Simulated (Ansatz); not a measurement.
# UMP2/def2-TZVPP run of GeH3 (SMILES [GeH3])

Aim: the energy change on altering one bond length of GeH3 at UMP2/def2-TZVPP, from 2 runs. 

Program for the calculation: Ansatz 0.2.0.

41 further runs of the same task are left out: 41 set aside as unsound or not needed.

**1. The system as given**

The species is GeH3 (4 atoms), meant as a doublet with charge 0. SMILES: `[GeH3]`. The shape is that of a PBE0-D4/def2-TZVP optimisation.

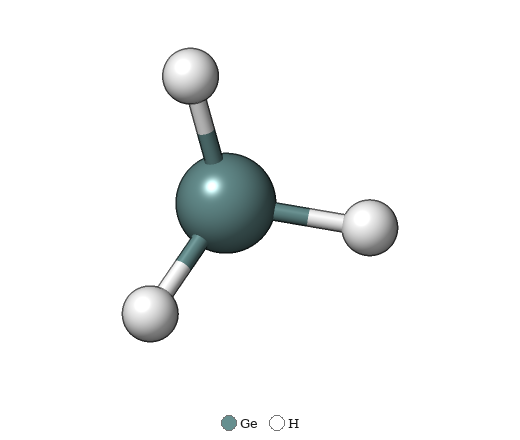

Viewed from a chosen angle; germanium teal, hydrogen white.

**2. A single-point energy at UMP2/def2-TZVPP**

File molecule.yaml:

```yaml
crystal:
  periodic: [false, false, false]
  atoms:
    - symbol: Ge
      position_ang: [0.214600, -0.125900, -0.249400]
    - symbol: H
      position_ang: [1.055000, 0.109600, 1.018300]
    - symbol: H
      position_ang: [-0.882800, -1.175900, -0.000100]
    - symbol: H
      position_ang: [-0.386800, 1.192200, -0.768800]
basis:
  gaussian: {orbitals: def2-TZVPP}
magnetization: {spin_polarized: true, initial_magnetization: 1}
correlation: {method: mp2, frozen_orbitals: {Ge: 9, H: 0}}
accuracy: high
```

Run with:

```
$ ansatz run molecule.yaml --threads 1 --pin off --max-ram 3480MiB --events-out events.jsonl --progress --plain --runs-dir runs
```

The log of the run:

```text
Warning: RAYON_NUM_THREADS=1 ignored (pool sized by the plan → 1); use --threads N
Functional definition: HF
  name "HF"
  exchange = exact_x
  correlation = 0
1427 factors; integrals over basis functions are off by at most 4.4e-9 eV
mean field evaluation 1: about -56519.3038 eV, gradient 7.3e0 eV
mean field evaluation 2: about -56519.3060 eV, gradient 7.3e0 eV
mean field evaluation 4: about -56519.9079 eV, gradient 1.7e0 eV
mean field evaluation 8: about -56519.9239 eV, gradient 4.7e-4 eV
mean field -56519.92385864 eV, -2077.0688912246 hartree, gradient 4.7e-8 eV, S^2 0.754842; 0 other end points of the search recorded, 0 dependent functions left out
9 core orbitals not correlated: weight in the atoms' cores, before any rotation towards them, 1.000 or more for the frozen orbitals, at most 0.000 for the correlated occupied ones
reference -56519.92385864 eV, -2077.0688912246 hartree; 9, 8 occupied and 72, 73 virtual orbitals, 1427 factors
second order -6.81050182 eV of doubles, -0.00000000 eV of singles
Total energy: -56526.73436046 eV, -2077.3191725502 hartree
```

Wall time 2.4 s (1 thread of Arm Neoverse V1, shared host); peak memory 0.22 GiB.

**3. The distorted shape**

File job.yaml:

```yaml
crystal:
  periodic: [false, false, false]
  atoms:
    - {symbol: Ge, position_ang: [0.304821, -0.323639, -0.171480]}
    - {symbol: H, position_ang: [1.145221, -0.088139, 1.096220]}
    - {symbol: H, position_ang: [-0.792579, -1.373639, 0.077820]}
    - {symbol: H, position_ang: [-0.386800, 1.192200, -0.768800]}
basis:
  gaussian:
    orbitals: def2-TZVPP
magnetization:
  spin_polarized: true
  initial_magnetization: 1
correlation:
  method: mp2
  frozen_orbitals: {Ge: 9, H: 0}
accuracy: high
```

Run with:

```
$ ansatz run job.yaml --threads 1 --pin off --max-ram 3480MiB --events-out events.jsonl --progress --plain --runs-dir runs
```

The log of the run:

```text
Warning: RAYON_NUM_THREADS=1 ignored (pool sized by the plan → 1); use --threads N
[... 4 set-up lines as earlier in the session ...]
1415 factors; integrals over basis functions are off by at most 4.4e-9 eV
mean field evaluation 1: about -56518.9396 eV, gradient 7.1e0 eV
mean field evaluation 2: about -56518.9415 eV, gradient 7.1e0 eV
mean field evaluation 4: about -56519.5478 eV, gradient 1.8e0 eV
mean field evaluation 8: about -56519.5657 eV, gradient 1.0e-3 eV
mean field -56519.56572557 eV, -2077.0557300771 hartree, gradient 7.4e-8 eV, S^2 0.754506; 0 other end points of the search recorded, 0 dependent functions left out
9 core orbitals not correlated: weight in the atoms' cores, before any rotation towards them, 1.000 or more for the frozen orbitals, at most 0.000 for the correlated occupied ones
reference -56519.56572557 eV, -2077.0557300771 hartree; 9, 8 occupied and 72, 73 virtual orbitals, 1415 factors
second order -6.77723852 eV of doubles, -0.00000000 eV of singles
Total energy: -56526.34296409 eV, -2077.3047889991 hartree
```

It took 2.4 s on 1 thread of Arm Neoverse V1, shared host; peak memory 0.22 GiB.

**4. What came out**

At UMP2/def2-TZVPP, 9 core orbitals frozen:

```
                                                          quantity           value
                                         first shape: total energy  -2077.31917 Eh
          first shape: correlation energy (9 core orbitals frozen)      -250.3 mEh
                    first shape: ⟨S²⟩ of the reference determinant           0.755
                                     distorted shape: total energy  -2077.30479 Eh
      distorted shape: correlation energy (9 core orbitals frozen)      -249.1 mEh
                distorted shape: ⟨S²⟩ of the reference determinant           0.755
energy change with the Ge1–H4 bond stretched from 1.539 to 1.770 Å        0.391 eV
```

What this shows: With the Ge1–H4 bond stretched from 1.539 to 1.770 Å the energy rises by 0.39 eV (9.0 kcal/mol). The first shape isn't relaxed at this level, so the change isn't measured from a minimum.
